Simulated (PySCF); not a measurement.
**Ta⁵⁴⁺, W⁵⁵⁺, Re⁵⁶⁺: fine-structure interval with spin-orbit coupling**

Aim: the fine-structure interval of these ions from differences of total energies, at each level of theory, and how far each lands from the tabulated value where there is one.

Method: two-component X2C-1e, generalised determinants. Code: PySCF 2.14.0.

## (1) What is computed

```
Elements                                  : tantalum (Z = 73), tungsten (Z = 74), rhenium (Z = 75)
Basis                                     : one for each species, given in its step
Hamiltonian                               : two-component X2C-1e, Gaussian nucleus, no Breit or QED terms; spin-orbit coupling, run by run: screened by Boettger's factors; bare
Core shells frozen in the correlated runs : [Ne] (for Ta⁵⁴⁺)
State 1                                   : Ta⁵⁴⁺ 3d J=5/2: [Ar] 3d1; 3d5/2 filled at m_j = +5/2
State 2                                   : W⁵⁵⁺ 3d J=5/2: [Ar] 3d1; 3d5/2 filled at m_j = +5/2
State 3                                   : Re⁵⁶⁺ 3d J=5/2: [Ar] 3d1; 3d5/2 filled at m_j = +5/2
Needed too, but not shown                 : Ta⁵⁴⁺ [Ar] 3d1 (2D), W⁵⁵⁺ [Ar] 3d1 (2D), Re⁵⁶⁺ [Ar] 3d1 (2D)
Methods                                   : GHF, GMP2
```

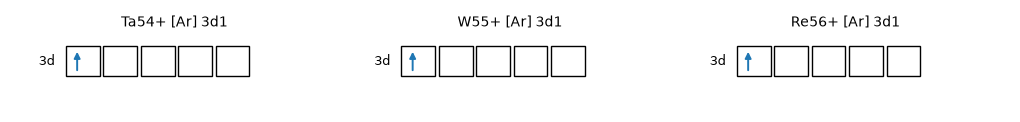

Outer shells as boxes.

A driver program built on PySCF's X2C-1e integrals ran all steps in one process from the settings above; there is no separate input file.

The integrals over 112 functions and the set-up took 0.54 s of CPU time.

## (2) Ta⁵⁴⁺ 3d J=5/2

Basis: an uncontracted even-tempered set (15 s from 15 bohr⁻², ratio 2.8; 12 p from 20 bohr⁻², ratio 2.8; 8 d from 20 bohr⁻², ratio 2.8; 3 f from 60 bohr⁻², ratio 3).

GHF (screened spin-orbit):

What it wrote:

```text
cycle= 1 E= -12740.7165548873  delta_E= -1.27e+04  |FDS-SDF|= 0.402
cycle= 2 E= -12740.7355649019  delta_E= -0.019  |FDS-SDF|= 0.0107
cycle= 3 E= -12740.7356331516  delta_E= -6.82e-05  |FDS-SDF|= 0.00075
cycle= 4 E= -12740.7356339362  delta_E= -7.85e-07  |FDS-SDF|= 6.09e-05
cycle= 5 E= -12740.7356339411  delta_E= -4.87e-09  |FDS-SDF|= 3.62e-06
```

It used 4.8 s of CPU time after the integrals (shared host).

Occupied spinors:

| spinor shell | electrons | mean energy (eV) | weight of the nominal j | rms radius (bohr) |
| --- | --- | --- | --- | --- |
| 1s1/2 | 2 | -71556.2 | 1.000 | 0.0211 |
| 2s1/2 | 2 | -15464.6 | 1.000 | 0.0845 |
| 2p1/2 | 2 | -14949.4 | 1.000 | 0.0718 |
| 2p3/2 | 4 | -13657.7 | 1.000 | 0.0788 |
| 3s1/2 | 2 | -5947.5 | 1.000 | 0.207 |
| 3p1/2 | 2 | -5735.5 | 1.000 | 0.197 |
| 3p3/2 | 4 | -5411.8 | 1.000 | 0.210 |
| 3d5/2 | 1 | -5090.8 | 1.000 | 0.182 |

M_J = 5/2, ⟨J²⟩ = 8.751, ⟨L²⟩ = 6.053, ⟨S²⟩ = 0.803.

GMP2 (screened spin-orbit):

This step left no log, only its results.

It used 1.1 s of CPU time after the integrals (shared host).

With 9 electrons correlated and 72 very high virtual spinors dropped, the MP2 correlation energy is -0.47014 hartree. Largest pairs: 3p3/2-3p3/2 -0.1490, 3p1/2-3p3/2 -0.1486, 3p1/2-3p1/2 -0.0415, 3d5/2-3p3/2 -0.0364, 3p3/2-3s1/2 -0.0337.

GHF (bare spin-orbit):

What it wrote:

```text
cycle= 1 E= -12741.5918165151  delta_E= -1.27e+04  |FDS-SDF|= 0.411
cycle= 2 E= -12741.6112752415  delta_E= -0.0195  |FDS-SDF|= 0.0108
cycle= 3 E= -12741.6113441130  delta_E= -6.89e-05  |FDS-SDF|= 0.000753
cycle= 4 E= -12741.6113449073  delta_E= -7.94e-07  |FDS-SDF|= 6.09e-05
cycle= 5 E= -12741.6113449122  delta_E= -4.92e-09  |FDS-SDF|= 3.64e-06
```

CPU time 4.8 s on a shared host, the integrals not counted.

Occupied spinors:

| spinor shell | electrons | mean energy (eV) | weight of the nominal j | rms radius (bohr) |
| --- | --- | --- | --- | --- |
| 1s1/2 | 2 | -71555.3 | 1.000 | 0.0211 |
| 2s1/2 | 2 | -15464.4 | 1.000 | 0.0845 |
| 2p1/2 | 2 | -14980.3 | 1.000 | 0.0716 |
| 2p3/2 | 4 | -13647.9 | 1.000 | 0.0789 |
| 3s1/2 | 2 | -5947.5 | 1.000 | 0.207 |
| 3p1/2 | 2 | -5743.3 | 1.000 | 0.197 |
| 3p3/2 | 4 | -5409.3 | 1.000 | 0.210 |
| 3d5/2 | 1 | -5086.3 | 1.000 | 0.182 |

M_J = 5/2, ⟨J²⟩ = 8.751, ⟨L²⟩ = 6.056, ⟨S²⟩ = 0.806.

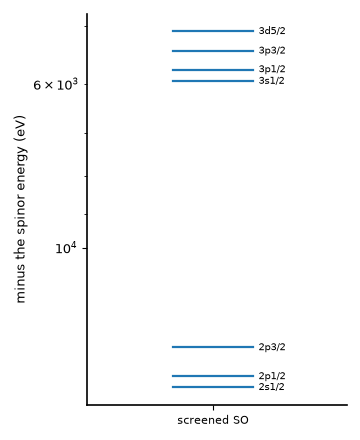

The highest 7 spinor levels of Ta⁵⁴⁺ 3d J=5/2 on a logarithmic scale.

## (3) W⁵⁵⁺ 3d J=5/2: the ladder of methods

Basis: an uncontracted even-tempered set (15 s from 16 bohr⁻², ratio 2.8; 12 p from 21 bohr⁻², ratio 2.8; 8 d from 21 bohr⁻², ratio 2.8; 3 f from 63 bohr⁻², ratio 3).

GHF (screened spin-orbit):

What it wrote:

```text
cycle= 1 E= -13137.6772069442  delta_E= -1.31e+04  |FDS-SDF|= 0.419
cycle= 2 E= -13137.6967194900  delta_E= -0.0195  |FDS-SDF|= 0.0108
cycle= 3 E= -13137.6967856678  delta_E= -6.62e-05  |FDS-SDF|= 0.000729
cycle= 4 E= -13137.6967863914  delta_E= -7.24e-07  |FDS-SDF|= 5.81e-05
cycle= 5 E= -13137.6967863957  delta_E= -4.31e-09  |FDS-SDF|= 3.41e-06
```

CPU time 4.8 s on a shared host, the integrals not counted.

Occupied spinors:

| spinor shell | electrons | mean energy (eV) | weight of the nominal j | rms radius (bohr) |
| --- | --- | --- | --- | --- |
| 1s1/2 | 2 | -73797.6 | 1.000 | 0.0208 |
| 2s1/2 | 2 | -16000.5 | 1.000 | 0.0830 |
| 2p1/2 | 2 | -15474.2 | 1.000 | 0.0705 |
| 2p3/2 | 4 | -14098.7 | 1.000 | 0.0776 |
| 3s1/2 | 2 | -6160.6 | 1.000 | 0.204 |
| 3p1/2 | 2 | -5945.1 | 1.000 | 0.194 |
| 3p3/2 | 4 | -5599.5 | 1.000 | 0.207 |
| 3d5/2 | 1 | -5269.2 | 1.000 | 0.179 |

M_J = 5/2, ⟨J²⟩ = 8.751, ⟨L²⟩ = 6.056, ⟨S²⟩ = 0.806.

GMP2 (screened spin-orbit):

This step left no log, only its results.

CPU time 0.67 s on a shared host, the integrals not counted.

With 9 electrons correlated and 72 very high virtual spinors dropped, the MP2 correlation energy is -0.47050 hartree. Largest pairs: 3p3/2-3p3/2 -0.1496, 3p1/2-3p3/2 -0.1486, 3p1/2-3p1/2 -0.0414, 3d5/2-3p3/2 -0.0362, 3p3/2-3s1/2 -0.0337.

GHF (bare spin-orbit):

What it wrote:

```text
cycle= 1 E= -13138.6287186016  delta_E= -1.31e+04  |FDS-SDF|= 0.429
cycle= 2 E= -13138.6487067896  delta_E= -0.02  |FDS-SDF|= 0.011
cycle= 3 E= -13138.6487735993  delta_E= -6.68e-05  |FDS-SDF|= 0.000732
cycle= 4 E= -13138.6487743321  delta_E= -7.33e-07  |FDS-SDF|= 5.81e-05
cycle= 5 E= -13138.6487743365  delta_E= -4.37e-09  |FDS-SDF|= 3.43e-06
```

CPU time 4.8 s on a shared host, the integrals not counted.

Occupied spinors:

| spinor shell | electrons | mean energy (eV) | weight of the nominal j | rms radius (bohr) |
| --- | --- | --- | --- | --- |
| 1s1/2 | 2 | -73796.6 | 1.000 | 0.0208 |
| 2s1/2 | 2 | -16000.3 | 1.000 | 0.0830 |
| 2p1/2 | 2 | -15506.8 | 1.000 | 0.0703 |
| 2p3/2 | 4 | -14088.4 | 1.000 | 0.0777 |
| 3s1/2 | 2 | -6160.6 | 1.000 | 0.204 |
| 3p1/2 | 2 | -5953.3 | 1.000 | 0.193 |
| 3p3/2 | 4 | -5596.8 | 1.000 | 0.207 |
| 3d5/2 | 1 | -5264.5 | 1.000 | 0.179 |

M_J = 5/2, ⟨J²⟩ = 8.751, ⟨L²⟩ = 6.060, ⟨S²⟩ = 0.810.

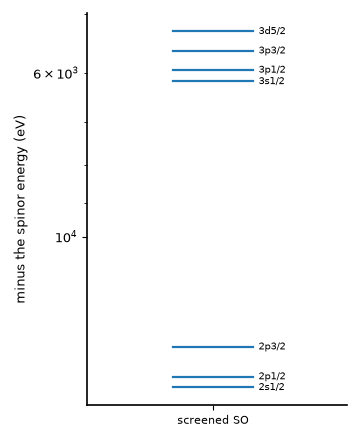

The highest 7 spinor levels of W⁵⁵⁺ 3d J=5/2 on a logarithmic scale.

## (4) Re⁵⁶⁺ 3d J=5/2, method by method

Basis: an even-tempered Gaussian basis (15 s from 16 bohr⁻², ratio 2.8; 12 p from 21 bohr⁻², ratio 2.8; 8 d from 21 bohr⁻², ratio 2.8; 3 f from 65 bohr⁻², ratio 3).

GHF (screened spin-orbit):

What it wrote:

```text
cycle= 1 E= -13542.2820202437  delta_E= -1.35e+04  |FDS-SDF|= 0.438
cycle= 2 E= -13542.3020859006  delta_E= -0.0201  |FDS-SDF|= 0.0111
cycle= 3 E= -13542.3021503277  delta_E= -6.44e-05  |FDS-SDF|= 0.000722
cycle= 4 E= -13542.3021509971  delta_E= -6.69e-07  |FDS-SDF|= 5.59e-05
cycle= 5 E= -13542.3021510009  delta_E= -3.8e-09  |FDS-SDF|= 3.19e-06
```

It used 4.8 s of CPU time after the integrals (shared host).

Occupied spinors:

| spinor shell | electrons | mean energy (eV) | weight of the nominal j | rms radius (bohr) |
| --- | --- | --- | --- | --- |
| 1s1/2 | 2 | -76081.3 | 1.000 | 0.0204 |
| 2s1/2 | 2 | -16546.6 | 1.000 | 0.0816 |
| 2p1/2 | 2 | -16009.1 | 1.000 | 0.0692 |
| 2p3/2 | 4 | -14545.5 | 1.000 | 0.0765 |
| 3s1/2 | 2 | -6379.8 | 1.000 | 0.200 |
| 3p1/2 | 2 | -6158.8 | 1.000 | 0.190 |
| 3p3/2 | 4 | -5789.5 | 1.000 | 0.203 |
| 3d5/2 | 1 | -5449.8 | 1.000 | 0.176 |

M_J = 5/2, ⟨J²⟩ = 8.751, ⟨L²⟩ = 6.060, ⟨S²⟩ = 0.810.

GMP2 (screened spin-orbit):

The driver printed no log here.

CPU time 0.68 s on a shared host, the integrals not counted.

With 9 electrons correlated and 72 very high virtual spinors dropped, the MP2 correlation energy is -0.47240 hartree. Largest pairs: 3p3/2-3p3/2 -0.1508, 3p1/2-3p3/2 -0.1489, 3p1/2-3p1/2 -0.0414, 3d5/2-3p3/2 -0.0363, 3p3/2-3s1/2 -0.0339.

GHF (bare spin-orbit):

What it wrote:

```text
cycle= 1 E= -13543.3152854475  delta_E= -1.35e+04  |FDS-SDF|= 0.448
cycle= 2 E= -13543.3358558557  delta_E= -0.0206  |FDS-SDF|= 0.0112
cycle= 3 E= -13543.3359209333  delta_E= -6.51e-05  |FDS-SDF|= 0.000724
cycle= 4 E= -13543.3359216115  delta_E= -6.78e-07  |FDS-SDF|= 5.59e-05
cycle= 5 E= -13543.3359216153  delta_E= -3.83e-09  |FDS-SDF|= 3.2e-06
```

It used 4.8 s of CPU time after the integrals (shared host).

Occupied spinors:

| spinor shell | electrons | mean energy (eV) | weight of the nominal j | rms radius (bohr) |
| --- | --- | --- | --- | --- |
| 1s1/2 | 2 | -76080.2 | 1.000 | 0.0204 |
| 2s1/2 | 2 | -16546.4 | 1.000 | 0.0816 |
| 2p1/2 | 2 | -16043.6 | 1.000 | 0.0690 |
| 2p3/2 | 4 | -14534.7 | 1.000 | 0.0765 |
| 3s1/2 | 2 | -6379.8 | 1.000 | 0.200 |
| 3p1/2 | 2 | -6167.5 | 1.000 | 0.190 |
| 3p3/2 | 4 | -5786.7 | 1.000 | 0.203 |
| 3d5/2 | 1 | -5444.9 | 1.000 | 0.176 |

M_J = 5/2, ⟨J²⟩ = 8.751, ⟨L²⟩ = 6.064, ⟨S²⟩ = 0.813.

## (5) The energy differences

Fine-structure interval: Ta⁵⁴⁺ [Ar] 3d1 [3d3/2^1, M_J = 3/2] → Ta⁵⁴⁺ [Ar] 3d1 [3d5/2^1, M_J = 5/2].

| method | value (eV) |
| --- | --- |
| GHF (screened spin-orbit) | 72.982 |
| GMP2 (screened spin-orbit) | 73.056 |
| GHF (bare spin-orbit) | 84.680 |

Fine-structure interval: W⁵⁵⁺ [Ar] 3d1 [3d3/2^1, M_J = 3/2] → W⁵⁵⁺ [Ar] 3d1 [3d5/2^1, M_J = 5/2].

| method | value (eV) |
| --- | --- |
| GHF (screened spin-orbit) | 77.818 |
| GMP2 (screened spin-orbit) | 77.897 |
| GHF (bare spin-orbit) | 90.099 |

Fine-structure interval: Re⁵⁶⁺ [Ar] 3d1 [3d3/2^1, M_J = 3/2] → Re⁵⁶⁺ [Ar] 3d1 [3d5/2^1, M_J = 5/2].

| method | value (eV) |
| --- | --- |
| GHF (screened spin-orbit) | 82.881 |
| GMP2 (screened spin-orbit) | 82.964 |
| GHF (bare spin-orbit) | 95.764 |

The differences also use runs on Ta⁵⁴⁺ [Ar] 3d1 (2D), W⁵⁵⁺ [Ar] 3d1 (2D), Re⁵⁶⁺ [Ar] 3d1 (2D), which are not shown here.

## (6) Outcome

```
                                 quantity                                                                   value
fine-structure interval, Ta⁵⁴⁺ → 3d J=5/2  GHF (screened spin-orbit) 72.982, GMP2 (screened spin-orbit) 73.056 eV
 fine-structure interval, W⁵⁵⁺ → 3d J=5/2  GHF (screened spin-orbit) 77.818, GMP2 (screened spin-orbit) 77.897 eV
fine-structure interval, Re⁵⁶⁺ → 3d J=5/2  GHF (screened spin-orbit) 82.881, GMP2 (screened spin-orbit) 82.964 eV
```

**Reading.** For the first difference the methods span 11.697 eV, from GHF (screened spin-orbit) (72.982) to GHF (bare spin-orbit) (84.680). No reference value is at hand in this session. The basis is finite, and no extrapolation was made.
